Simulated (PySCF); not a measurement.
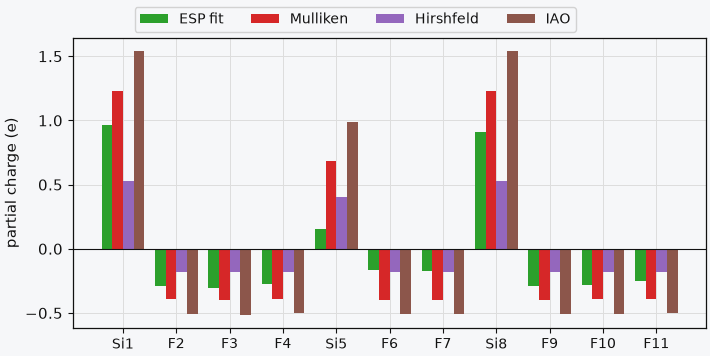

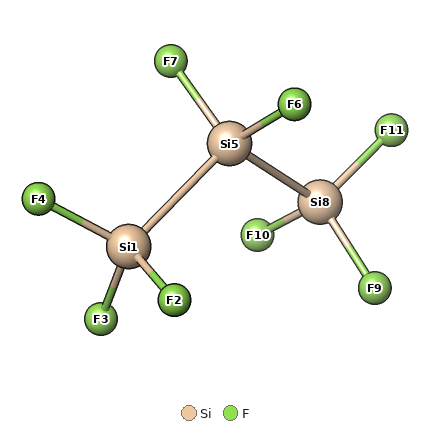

Atomic charges of Si₃F₈ by 4 schemes, PBE0/pcSseg-1 with PySCF, at a PBE0-D3(BJ)/def2-SVP geometry (no frequency check).

> Which atom is the most negative in each scheme?

ESP fit: F3 (−0.30 e), F2 (−0.29 e), F9 (−0.29 e), F10 (−0.28 e), F4 (−0.27 e) and F11 (−0.25 e); Mulliken: F7 (−0.40 e), F6 (−0.40 e), F3 (−0.40 e), F9 (−0.40 e), F10 (−0.39 e), F2 (−0.39 e), F11 (−0.39 e) and F4 (−0.39 e); Hirshfeld: F9 (−0.18 e), F3 (−0.18 e), F7 (−0.18 e), F6 (−0.18 e), F10 (−0.18 e), F2 (−0.18 e), F11 (−0.18 e) and F4 (−0.18 e); IAO: F3 (−0.51 e), F7 (−0.51 e), F6 (−0.51 e), F9 (−0.51 e), F10 (−0.51 e), F2 (−0.51 e), F11 (−0.50 e) and F4 (−0.50 e).

> On which atom do the schemes disagree most?

On Si1 and Si8 alike; for Si8: ESP fit 0.91, Mulliken 1.23, Hirshfeld 0.53, IAO 1.54 e.
